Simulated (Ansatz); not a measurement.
**Run report: GeSiNH6ClOF2, nudged elastic band (part 1 of 2)**

GeSiNH6ClOF2, computed with RKS PBE/def2-SVP (Ansatz 0.2.0).

It belongs to a series of runs on one base structure; here: band between the two ends. Figures and captions count atoms from 1; the log counts them from 0 in places.

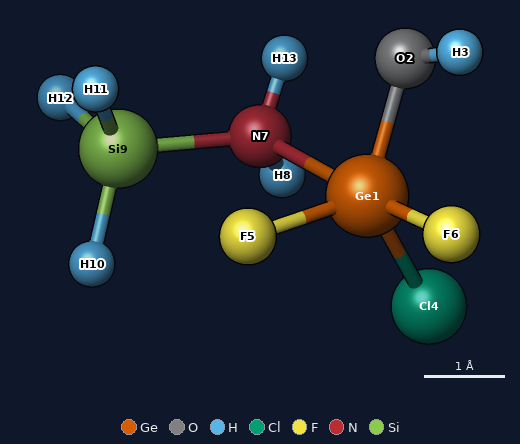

The starting structure (ball-and-stick view, seen at a tilt; atoms are numbered from 1 in the order of the input). Sticks mark near contacts.

### Summary

| quantity | value |
| --- | --- |
| outcome | converged |
| barrier, forward | 0.905 eV |
| barrier, backward | 0.624 eV |
| hardware | 4 threads of Arm Neoverse V2, 24 GiB of memory available, shared host |
| wall time | 6.4 min (CPU time 24 min) |
| peak memory | 0.24 GiB |

### Remarks

The order of the saddle point was not checked.

### Input file
```yaml
crystal:
  periodic: [false, false, false]
  atoms:
    - { symbol: Ge, position_ang: [0.043164, 0.121277, 0.244416] }
    - { symbol: O, position_ang: [-0.203881, -0.019284, 2.017437] }
    - { symbol: H, position_ang: [-0.786127, -0.794649, 2.147301] }
    - { symbol: Cl, position_ang: [1.864201, -0.612036, -0.734203] }
    - { symbol: F, position_ang: [-0.870953, 1.327603, -0.682733] }
    - { symbol: F, position_ang: [-1.011312, -1.239078, -0.175487] }
    - { symbol: "N", position_ang: [1.200217, 1.85294, 0.884434] }
    - { symbol: H, position_ang: [2.168756, 1.649994, 0.592506] }
    - { symbol: Si, position_ang: [0.60682, 3.478053, 0.30004] }
    - { symbol: H, position_ang: [0.755339, 3.513246, -1.183968] }
    - { symbol: H, position_ang: [-0.78733, 3.662421, 0.797424] }
    - { symbol: H, position_ang: [1.503676, 4.515552, 0.919822] }
    - { symbol: H, position_ang: [1.160431, 1.75346, 1.911709] }
basis:
  gaussian: { orbitals: def2-SVP }
hamiltonian:
  xc: pbe
neb:
  order_check: false
  images: 7
  f_tol: 0.05
  max_iterations: 60
  final_atoms:
    - { symbol: Ge, position_ang: [-0.00371802, 0.62397203, 0.05761708] }
    - { symbol: O, position_ang: [0.81603953, -0.29447496, 2.19613733] }
    - { symbol: H, position_ang: [1.27600353, -1.08173445, 1.83711473] }
    - { symbol: Cl, position_ang: [1.22343601, -0.99097822, -0.73897982] }
    - { symbol: F, position_ang: [-0.73862658, 1.29220652, -1.39021699] }
    - { symbol: F, position_ang: [-1.41496838, -0.09857472, 0.83318713] }
    - { symbol: "N", position_ang: [0.71435838, 2.12015812, 0.75620225] }
    - { symbol: H, position_ang: [1.18475733, 1.97942557, 1.65361156] }
    - { symbol: Si, position_ang: [0.66077551, 3.71809697, -0.00457789] }
    - { symbol: H, position_ang: [1.29373515, 3.71093982, -1.36706835] }
    - { symbol: H, position_ang: [-0.74079124, 4.24738788, -0.12235461] }
    - { symbol: H, position_ang: [1.45276244, 4.60890573, 0.91262691] }
    - { symbol: H, position_ang: [-0.08076267, -0.62583129, 2.41539865] }
  initial_path:
    images:
      - { positions_ang: [[0.043164, 0.121277, 0.244416], [-0.203881, -0.019284, 2.017437], [-0.786127, -0.794649, 2.147301], [1.864201, -0.612036, -0.734203], [-0.870953, 1.327603, -0.682733], [-1.011312, -1.239078, -0.175487], [1.200217, 1.85294, 0.884434], [2.168756, 1.649994, 0.592506], [0.60682, 3.478053, 0.30004], [0.755339, 3.513246, -1.183968], [-0.78733, 3.662421, 0.797424], [1.503676, 4.515552, 0.919822], [1.160431, 1.75346, 1.911709]] }
      - { positions_ang: [[0.03619215, 0.09053291, 0.1814765], [-0.15933213, -0.01458237, 2.04114322], [-0.82475108, -0.66713793, 2.21845254], [1.92881565, -0.45787628, -0.72716672], [-0.84557798, 1.33728419, -0.65774984], [-0.94865229, -1.27317291, -0.27687778], [1.18891072, 1.82728448, 0.84100141], [2.12659745, 1.6407511, 0.77828673], [0.61576649, 3.4657844, 0.28226648], [0.58587844, 3.48458693, -1.16720273], [-0.68114534, 3.72675608, 0.88987205], [1.57807566, 4.4659157, 0.75227287], [1.04222327, 1.5833727, 1.88292326]] }
      - { positions_ang: [[0.0292203, 0.05978882, 0.118537], [-0.11478325, -0.00988073, 2.06484944], [-0.86337516, -0.53962687, 2.28960409], [1.9934303, -0.30371656, -0.72013044], [-0.82020296, 1.34696537, -0.63276667], [-0.88599258, -1.30726782, -0.37826856], [1.17760443, 1.80162897, 0.79756883], [2.0844389, 1.63150819, 0.96406747], [0.62471298, 3.4535158, 0.26449296], [0.41641788, 3.45592786, -1.15043747], [-0.57496069, 3.79109116, 0.9823201], [1.65247531, 4.4162794, 0.58472373], [0.92401553, 1.4132854, 1.85413752]] }
      - { positions_ang: [[0.02224845, 0.02904473, 0.0555975], [-0.07023438, -0.0051791, 2.08855566], [-0.90199924, -0.4121158, 2.36075563], [2.05804496, -0.14955683, -0.71309415], [-0.79482794, 1.35664656, -0.60778351], [-0.82333287, -1.34136273, -0.47965934], [1.16629815, 1.77597345, 0.75413624], [2.04228035, 1.62226529, 1.1498482], [0.63365947, 3.4412472, 0.24671945], [0.24695733, 3.42726879, -1.1336722], [-0.46877603, 3.85542624, 1.07476816], [1.72687497, 4.3666431, 0.4171746], [0.8058078, 1.24319811, 1.82535178]] }
      - { positions_ang: [[0.0152766, -0.00169935, -0.007342], [-0.0256855, -0.00047746, 2.11226188], [-0.94062331, -0.28460474, 2.43190717], [2.12265961, 0.00460289, -0.70605787], [-0.76945292, 1.36632774, -0.58280035], [-0.76067316, -1.37545764, -0.58105012], [1.15499186, 1.75031793, 0.71070365], [2.0001218, 1.61302239, 1.33562894], [0.64260596, 3.42897859, 0.22894593], [0.07749677, 3.39860972, -1.11690693], [-0.36259138, 3.91976133, 1.16721621], [1.80127462, 4.3170068, 0.24962547], [0.68760006, 1.07311081, 1.79656604]] }
      - { positions_ang: [[0.01052794, 0.15471849, 0.00889777], [0.18474576, -0.07397684, 2.13323074], [-0.3864666, -0.48388716, 2.28320906], [1.89785371, -0.24429239, -0.71428836], [-0.76174633, 1.34779744, -0.78465451], [-0.92424697, -1.05623691, -0.2274908], [1.04483349, 1.84277798, 0.7220783], [1.79628068, 1.70462318, 1.41512459], [0.64714835, 3.50125819, 0.17056497], [0.38155636, 3.47669225, -1.17944729], [-0.45714134, 4.00166797, 0.8448235], [1.71414658, 4.38998153, 0.41537583], [0.49550938, 0.64837528, 1.95127419]] }
      - { positions_ang: [[0.00577929, 0.31113634, 0.02513754], [0.39517701, -0.14747621, 2.1541996], [0.16769011, -0.68316959, 2.13451095], [1.67304781, -0.49318767, -0.72251885], [-0.75403975, 1.32926713, -0.98650867], [-1.08782077, -0.73701618, 0.12606851], [0.93467512, 1.93523803, 0.73345295], [1.59243956, 1.79622398, 1.49462025], [0.65169074, 3.57353778, 0.11218402], [0.68561596, 3.55477477, -1.24198764], [-0.55169131, 4.08357461, 0.5224308], [1.62701853, 4.46295627, 0.58112619], [0.3034187, 0.22363976, 2.10598235]] }
      - { positions_ang: [[0.00103064, 0.46755418, 0.04137731], [0.60560827, -0.22097559, 2.17516847], [0.72184682, -0.88245202, 1.98581284], [1.44824191, -0.74208294, -0.73074933], [-0.74633317, 1.31073683, -1.18836283], [-1.25139458, -0.41779545, 0.47962782], [0.82451675, 2.02769808, 0.7448276], [1.38859845, 1.88782477, 1.5741159], [0.65623313, 3.64581737, 0.05380307], [0.98967556, 3.6328573, -1.304528], [-0.64624127, 4.16548124, 0.2000381], [1.53989049, 4.535931, 0.74687655], [0.11132802, -0.20109577, 2.2606905]] }
      - { positions_ang: [[-0.00371802, 0.62397203, 0.05761708], [0.81603953, -0.29447496, 2.19613733], [1.27600353, -1.08173445, 1.83711473], [1.22343601, -0.99097822, -0.73897982], [-0.73862658, 1.29220652, -1.39021699], [-1.41496838, -0.09857472, 0.83318713], [0.71435838, 2.12015812, 0.75620225], [1.18475733, 1.97942557, 1.65361156], [0.66077551, 3.71809697, -0.00457789], [1.29373515, 3.71093982, -1.36706835], [-0.74079124, 4.24738788, -0.12235461], [1.45276244, 4.60890573, 0.91262691], [-0.08076267, -0.62583129, 2.41539865]] }
```

Launch command:
```bash
ansatz run input.yaml --threads 4 --pin off --max-ram 5120MiB --backend cpu --events-out ev --progress --plain --runs-dir out
```

### Output
```
Engine: ansatz 0.2.0, aarch64-unknown-linux-gnu
Functional definition: PBE
  parameter kappa = 0.804
  parameter beta = 0.06672455060314922
  exchange = pbe_x(kappa = kappa, mu = beta*pi^2/3)
  correlation = pbe_c(beta = beta)
1701 factors; their error is unknown
mean field evaluation 1: about -85930.9715 eV, gradient 8.7e1 eV
mean field evaluation 2: about -85880.7017 eV, gradient 1.8e2 eV
mean field evaluation 4: about -85943.7214 eV, gradient 1.6e1 eV
mean field evaluation 8: about -85944.1934 eV, gradient 1.5e-1 eV
mean field evaluation 16: about -85944.0766 eV, gradient 1.3e-3 eV
mean field -85944.07661410 eV, -3158.3865605806 hartree, gradient 7.0e-5 eV, S^2 0.000000; 0 other end points of the search recorded, 0 dependent functions left out
the calculation of the forces begins
reference -85944.07665396 eV, -3158.3865620456 hartree; 51, 51 occupied and 103, 103 virtual orbitals, 1701 factors
1701 factors; their error is unknown
mean field evaluation 32: about -85943.7950 eV, gradient 1.8e-2 eV
mean field -85943.79504279 eV, -3158.3762130258 hartree, gradient 3.6e-5 eV, S^2 0.000000; 0 other end points of the search recorded, 0 dependent functions left out
[... from here on the field's lines of each further geometry are left out, up to the last ...]
NEB iter   1: max|band force component| = 3.577e2 eV/Å  barrier→ = 68.1825 eV  barrier← = 67.9009 eV  Δτ_max = 0.2000 Å  (277 SCF iters)
NEB iter   2: max|band force component| = 8.346e1 eV/Å  barrier→ = 25.1157 eV  barrier← = 24.8342 eV  Δτ_max = 0.2000 Å  (241 SCF iters)
NEB iter   3: max|band force component| = 4.897e1 eV/Å  barrier→ = 12.4745 eV  barrier← = 12.1929 eV  Δτ_max = 0.2000 Å  (238 SCF iters)
NEB iter   4: max|band force component| = 2.308e1 eV/Å  barrier→ = 4.8776 eV  barrier← = 4.5960 eV  Δτ_max = 0.2000 Å  (233 SCF iters)
NEB iter   5: max|band force component| = 1.015e1 eV/Å  barrier→ = 1.8772 eV  barrier← = 1.5956 eV  Δτ_max = 0.2000 Å  (235 SCF iters)
NEB iter   6: max|band force component| = 9.964e0 eV/Å  barrier→ = 3.7739 eV  barrier← = 3.4923 eV  Δτ_max = 0.1021 Å  (223 SCF iters)
NEB iter   7: max|band force component| = 6.666e0 eV/Å  barrier→ = 1.6437 eV  barrier← = 1.3622 eV  Δτ_max = 0.1031 Å  (217 SCF iters)
NEB iter   8: max|band force component| = 5.703e0 eV/Å  barrier→ = 1.2765 eV  barrier← = 0.9949 eV  Δτ_max = 0.1032 Å  (217 SCF iters)
NEB iter   9: max|band force component| = 5.940e0 eV/Å  barrier→ = 1.1211 eV  barrier← = 0.8395 eV  Δτ_max = 0.1024 Å  (207 SCF iters)
NEB iter  10: max|band force component| = 1.440e0 eV/Å  barrier→ = 0.9287 eV  barrier← = 0.6472 eV  Δτ_max = 0.2000 Å  (210 SCF iters)
NEB iter  11: max|band force component| = 7.115e-1 eV/Å  barrier→ = 0.8896 eV  barrier← = 0.6080 eV  CI = image 3  Δτ_max = 0.2000 Å  (212 SCF iters)
NEB iter  12: max|band force component| = 4.784e-1 eV/Å  barrier→ = 1.0372 eV  barrier← = 0.7556 eV  CI = image 3  Δτ_max = 0.1471 Å  (220 SCF iters)
NEB iter  13: max|band force component| = 3.395e-1 eV/Å  barrier→ = 0.9975 eV  barrier← = 0.7160 eV  CI = image 3  Δτ_max = 0.0755 Å  (210 SCF iters)
NEB iter  14: max|band force component| = 2.439e-1 eV/Å  barrier→ = 0.9521 eV  barrier← = 0.6705 eV  CI = image 3  Δτ_max = 0.1596 Å  (208 SCF iters)
NEB iter  15: max|band force component| = 2.703e-1 eV/Å  barrier→ = 0.9348 eV  barrier← = 0.6532 eV  CI = image 3  Δτ_max = 0.0799 Å  (211 SCF iters)
NEB iter  16: max|band force component| = 1.494e-1 eV/Å  barrier→ = 0.9172 eV  barrier← = 0.6357 eV  CI = image 3  Δτ_max = 0.0800 Å  (208 SCF iters)
NEB iter  17: max|band force component| = 1.460e-1 eV/Å  barrier→ = 0.9092 eV  barrier← = 0.6276 eV  CI = image 3  Δτ_max = 0.0798 Å  (207 SCF iters)
NEB iter  18: max|band force component| = 1.222e-1 eV/Å  barrier→ = 0.9068 eV  barrier← = 0.6253 eV  CI = image 3  Δτ_max = 0.0531 Å  (214 SCF iters)
NEB iter  19: max|band force component| = 1.047e-1 eV/Å  barrier→ = 0.9059 eV  barrier← = 0.6244 eV  CI = image 3  Δτ_max = 0.0547 Å  (211 SCF iters)
NEB iter  20: max|band force component| = 7.437e-2 eV/Å  barrier→ = 0.9056 eV  barrier← = 0.6240 eV  CI = image 3  Δτ_max = 0.0198 Å  (213 SCF iters)
NEB iter  21: max|band force component| = 5.409e-2 eV/Å  barrier→ = 0.9053 eV  barrier← = 0.6238 eV  CI = image 3  Δτ_max = 0.0410 Å  (216 SCF iters)
NEB iter  22: max|band force component| = 7.040e-2 eV/Å  barrier→ = 0.9052 eV  barrier← = 0.6236 eV  CI = image 3  Δτ_max = 0.0181 Å  (203 SCF iters)
the calculation of the forces begins
reference -85943.75425439 eV, -3158.3747140800 hartree; 51, 51 occupied and 103, 103 virtual orbitals, 1701 factors
1701 factors; their error is unknown
mean field -85943.17157904 eV, -3158.3533011558 hartree, gradient 1.6e-5 eV, S^2 0.000000; 1 other end points of the search recorded, 0 dependent functions left out
the calculation of the forces begins
reference -85943.17161856 eV, -3158.3533026081 hartree; 51, 51 occupied and 103, 103 virtual orbitals, 1701 factors
NEB iter  23: max|band force component| = 2.519e-2 eV/Å  barrier→ = 0.9050 eV  barrier← = 0.6235 eV  CI = image 3  Δτ_max = 0.0000 Å  (406 SCF iters)
```
